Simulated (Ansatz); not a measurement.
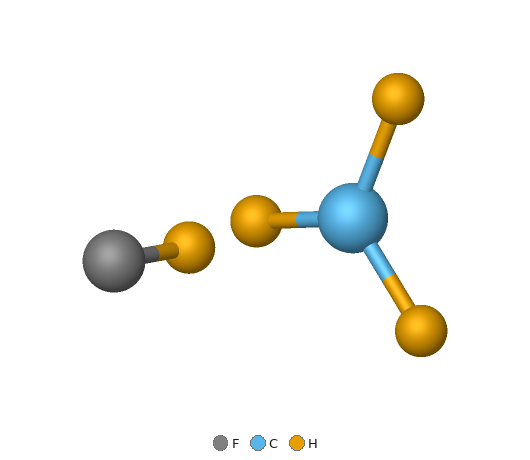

The species is neutral and a spin doublet. Harmonic vibrations computed with UKS PBE0-D4/def2-TZVP (Ansatz 0.2.0) at a stationary point of the same level.

> How many imaginary frequencies does it have?

A minimum: no imaginary frequency, and the lowest mode lies at 138 cm⁻¹.

> List the wavenumbers.

12 modes: 138, 138, 156, 406, 406, 684, 1401, 1401, 3116, 3299, 3299, 3836 cm⁻¹.
